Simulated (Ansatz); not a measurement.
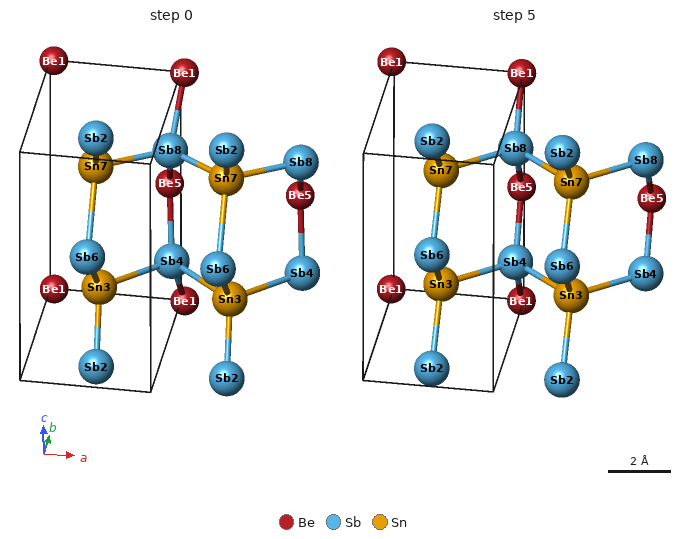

The structure of a crystal of BeSnSb2 (a generated structure, set up in P1) before (left) and after (right) a relaxation, at one scale.

Style: ball-and-stick. Shown: the cell of the calculation, reduced to other axes, repeated 2 × 1 × 1 with one cell outlined, from a free direction. Lengths and directions refer to the drawn axes.

Case: shaken.

The calculation used Ansatz 0.2.0, DFT, PBEsol, plane waves, PAW.

Input file:
```yaml
crystal:
  lattice:
    - [8.6830411572, -0.0190638489, -0.0241848682]
    - [-0.0095319244, 4.330503224, -0.0113825835]
    - [-0.0169661842, -0.0159702345, 6.0253109248]
  atoms:
    - { symbol: Be, position: [0.0028745768, 0.0310813641, -0.0122476653] }
    - { symbol: Sb, position: [0.0022826211, 0.5333851938, 0.2140966329] }
    - { symbol: Sn, position: [0.2489169411, 0.5003207273, 0.4603707315] }
    - { symbol: Sb, position: [0.2374504752, -0.0309882848, 0.831631904] }
    - { symbol: Be, position: [0.5154005155, -0.0813913854, -0.0213936068] }
    - { symbol: Sb, position: [0.4888411034, 0.4728123549, 0.1896483579] }
    - { symbol: Sn, position: [0.7396594937, 0.4534560012, 0.549180289] }
    - { symbol: Sb, position: [0.7396380776, -0.0309611198, 0.7877733951] }
kpoints:
  mp_grid: { grid: [2, 4, 4] }
hamiltonian:
  xc: pbesol
scf:
  occupations: { method: fermi_dirac, width: 0.05 }
relax:
  f_tol: 0.01
  cell: {}
  max_steps: 120
```

Command:
```bash
ansatz run input.yaml --threads 2 --pin off --max-ram 2211MiB --backend cpu --events-out ev --progress --plain --runs-dir out
```

**Describe what moved and what it gained.**

After 4 accepted moves (5 points after the start) the energy has fallen by 236 meV per atom. Largest force component: 3.7 eV/Å at the start, 0.00069 eV/Å at the end. The pressure goes from 1.79 to 0.00 GPa. At 1 point the geometry stayed and the basis and grid were re-selected for the new cell (energy shift of 0.1 meV per atom at most each time). Be5 moves most relative to the cell: 0.34 Å along [3 1 −1]. By element the largest moves are Be 0.34 Å, Sn 0.32 Å, Sb 0.25 Å. Cell: a 4.331 → 4.316 Å (−0.3 %), b 6.025 → 5.970 Å (−0.9 %), c 8.683 → 8.632 Å (−0.6 %), α 90.3° → 90.0°, β 90.3° → 90.0°, γ 90.3° → 90.0°. Volume −1.8 %. Among the contacts that change: Sn3–Sb4 3.219 → 2.809 Å, Sb2–Sn7 3.074 → 2.809 Å, Sn7–Sb8 2.549 → 2.809 Å, Be5–Sb6 2.721 → 2.463 Å. Among the angles between lasting bonds that change: Sb4–Be5–Sb6 90.0° → 103.4°, Be1–Sb4–Be5 135.3° → 122.4°, Sb6–Be5–Sb8 116.2° → 103.4°. The space group (tolerance 0.01 Å) goes from P1 (No. 1) to P-4m2 (No. 115).
